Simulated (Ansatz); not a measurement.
# SiHBr (SMILES [SiH]Br): the energy, rung by rung

SiHBr has 3 atoms, charge 0, and is taken as a singlet. SMILES: `[SiH]Br`. The shape is that of a PBE0-D4/def2-TZVP optimisation.

```xyz
3

Si   -0.6247    0.5219   -0.2961
Br    1.3409    0.4015    0.7814
H    -0.7271   -0.9883   -0.4986
```

Quantity: the energy change with the Si1–Br2 bond stretched from 2.245 to 4.490 Å, in eV. The values are calculated.

```csv
level,kind,program,value (eV),less FCI/STO-3G,CPU time (all runs)
HF/STO-3G (restricted),Hartree–Fock,Ansatz,6.61,+2.34,0.41 s
r2SCAN/STO-3G (restricted),meta-GGA,Ansatz,5.13,+0.86,11 s
B3LYP/STO-3G (restricted),global hybrid,Ansatz,5.32,+1.05,4.7 s
HSE06/STO-3G (restricted),range-separated hybrid,Ansatz,5.55,+1.28,6.1 s
B2PLYP/STO-3G (restricted),double hybrid,Ansatz,4.97,+0.70,4.4 s
MP2/STO-3G (restricted),perturbation theory,Ansatz,5.54,+1.27,0.66 s
CCSD(T)/STO-3G (restricted),coupled cluster or CI,Ansatz,3.87,-0.40,0.78 s
CCSDT(Q)/STO-3G (restricted),coupled cluster or CI,Ansatz,4.27,0.00,3 s
FCI/STO-3G,exact in the basis,Ansatz,4.27,0.00,1.6 s
```

FCI/STO-3G is exact within its basis and frozen core, so for wave-function methods in that basis the difference is their error; functionals converge differently with the basis, so for them it is only a difference. A spin-restricted reference rises too steeply as a bond breaks; here HF/STO-3G, r2SCAN/STO-3G, B3LYP/STO-3G, HSE06/STO-3G, B2PLYP/STO-3G, MP2/STO-3G lie well above the multireference or unrestricted value. All-electron rows without a relativistic Hamiltonian named are non-relativistic. The first shape isn't each level's own minimum. The values span 3.87 to 6.61 eV. All rows use very small basis sets, so none should be taken for the real molecule's value. In the correlated wave-function rows the outer d shell of Br is correlated, in sets not made for it. Times are those of the runs behind each value, whatever else they computed, on shared processors of several kinds: orders of magnitude only.

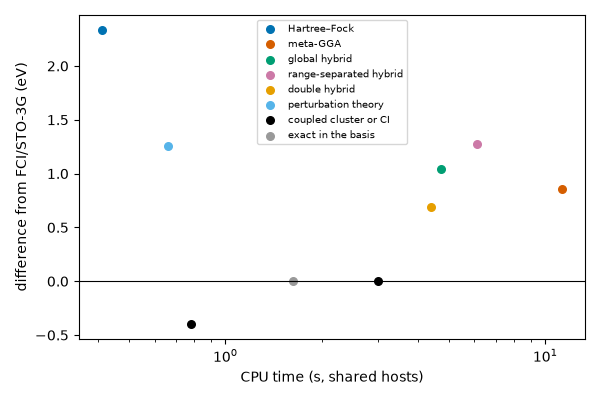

Difference from FCI/STO-3G against processor time, one point a level.
